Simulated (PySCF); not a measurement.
## C₃H₈Si₂: excited-state calculation

- system: C₃H₈Si₂, SMILES CC#C[SiH2][SiH3]
- method: TDDFT CAM-B3LYP/def2-SVPD, vertical, gas phase, core orbitals frozen in the response (PySCF 2.14.0)

The geometry comes from this level: PBE0-D3(BJ)/def2-SVP. It belongs to a series of runs on one base structure; here: H on Si replaced by propynyl.

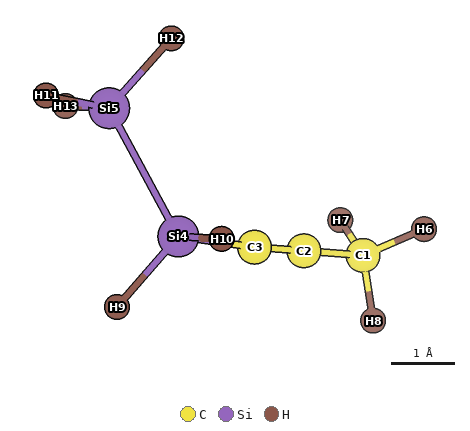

Fig. 1: The structure as given in the input (ball-and-stick view, seen at a tilt; atoms are numbered from 1 in the order of the input).

### Summary

- outcome: converged
- total energy: −697.728137 hartree
- HOMO: −8.69 eV
- LUMO: 0.95 eV
- dipole moment: 1.56 D
- mean polarisability: 96.84 a.u.
- vertical ionisation energy: 9.41 eV
- lowest singlet excitation: 5.80 eV
- hardware: 1 CPU thread, shared host
- wall time: 96 s
- peak memory: 0.92 GiB

### The input
```
{"job": {"kind": "uv", "xc": "CAM-B3LYP", "basis": "def2-SVPD", "ip": true}, "charge": 0, "multiplicity": 1}
C      2.940391     0.771763    -0.120683
C      1.676837     0.100465     0.117355
C      0.617403    -0.467413     0.323719
Si    -1.015244    -1.242605     0.587402
Si    -2.664582     0.249591    -0.156546
H      3.248259     1.354018     0.761851
H      2.865730     1.463632    -0.974207
H      3.738328     0.045767    -0.341760
H     -1.101441    -2.529533    -0.169138
H     -1.214454    -1.539675     2.039584
H     -4.031309    -0.327397     0.041407
H     -2.566726     1.529936     0.609675
H     -2.471341     0.540311    -1.610489
```

The first line tells a small driver script what to run in PySCF; the rest is the geometry in Å.

Command:
```bash
OMP_NUM_THREADS=1 python <driver script> task.json out
```

### Log
```
coarse grid: 11472 points
cycle   1  E = -697.5966796678  dE =  1.409e-01  |g| = 3.160e-01  |ddm| = 7.234e+00
cycle   2  E = -697.6075087051  dE = -1.083e-02  |g| = 2.755e-01  |ddm| = 1.785e+00
cycle   3  E = -697.6263069055  dE = -1.880e-02  |g| = 9.042e-02  |ddm| = 5.103e-01
cycle   4  E = -697.6281141345  dE = -1.807e-03  |g| = 3.612e-02  |ddm| = 1.690e-01
cycle   5  E = -697.6284724287  dE = -3.583e-04  |g| = 3.703e-03  |ddm| = 8.268e-02
cycle   6  E = -697.6284766937  dE = -4.265e-06  |g| = 1.046e-03  |ddm| = 1.755e-02
final grid: 100456 points
cycle   7  E = -697.7281365544  dE = -1.310e-05  |g| = 1.404e-03  |ddm| = 1.009e-01
cycle   8  E = -697.7281368602  dE = -3.058e-07  |g| = 1.004e-03  |ddm| = 8.171e-03
cycle   9  E = -697.7281371502  dE = -2.901e-07  |g| = 8.458e-05  |ddm| = 1.860e-03
cycle  10  E = -697.7281371510  dE = -7.471e-10  |g| = 8.165e-05  |ddm| = 3.224e-04
cycle  11  E = -697.7281371527  dE = -1.733e-09  |g| = 1.718e-05  |ddm| = 1.281e-04
cycle  12  E = -697.7281371528  dE = -7.867e-11  |g| = 2.757e-06  |ddm| = 3.328e-05
```

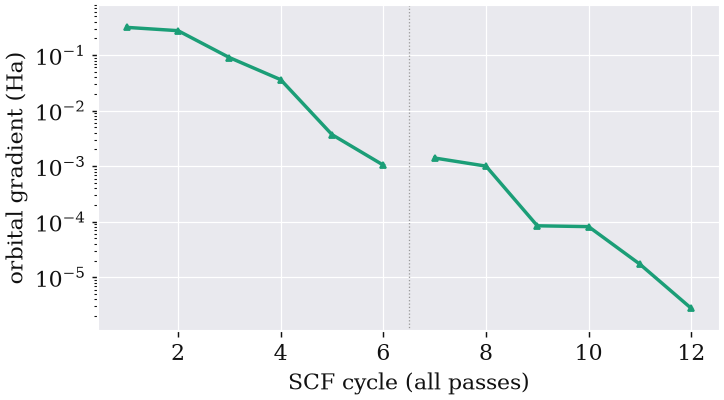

Fig. 2: Convergence of the self-consistent field: orbital gradient against the SCF cycle. The dotted line marks the change from a coarse to the final integration grid. The first 6 cycles use a coarse grid, the final grid takes over at cycle 7, and the field converges after 12 cycles in all.

```
converged SCF energy = -697.7281371528

Static polarisability (au): isotropic 96.841, principal 74.926 88.297 127.301

Singlet excitations
state   eV       nm        f      main configurations
  1   5.7977    213.9   0.00094   H->L+2 0.60, H-1->L 0.14
  2   6.0366    205.4   0.02348   H->L 0.36, H-1->L+2 0.36
  3   6.0634    204.5   0.00231   H-1->L 0.50, H->L+2 0.18, H-1->L+3 0.09
  4   6.8386    181.3   0.01206   H->L+1 0.77
  5   7.1258    174.0   0.00132   H-1->L+1 0.82, H-1->L 0.08
  6   7.2085    172.0   0.01975   H->L+3 0.68, H->L 0.14
  7   7.3361    169.0   0.02149   H->L+5 0.59, H-2->L+2 0.15, H->L+2 0.12
  8   7.4794    165.8   0.65674   H->L 0.31, H-1->L+2 0.23, H-2->L 0.19
  9   7.6391    162.3   0.10565   H->L+4 0.77, H-2->L+1 0.08
 10   7.8438    158.1   0.00002   H-1->L+3 0.56, H-1->L+4 0.17

Triplet excitations (Tamm-Dancoff, eV): 4.8446 5.2701 5.2723 5.8299
Vertical ionisation energy (delta-SCF) = 9.4073 eV
```

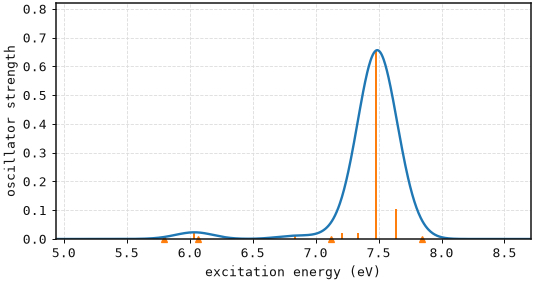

Fig. 3: Computed excitations as sticks (degenerate states added up, dark ones marked on the axis), with a Gaussian envelope of 0.35 eV full width at half maximum, scaled to the tallest. Of the 10 states the lowest lies at 5.80 eV (f = 0.001); the strongest line is at 7.48 eV, or 166 nm (f = 0.657).

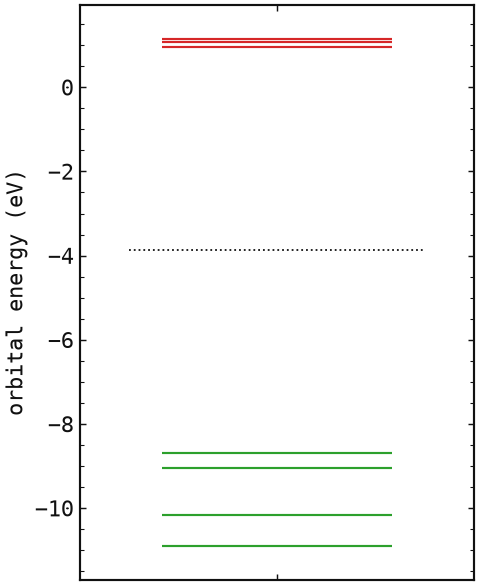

Fig. 4: Orbital energies near the frontier; the dotted line parts filled from empty levels, and levels within 0.02 eV of each other stand side by side. Highest filled −8.69 eV, lowest empty 0.95 eV, 9.64 eV apart.
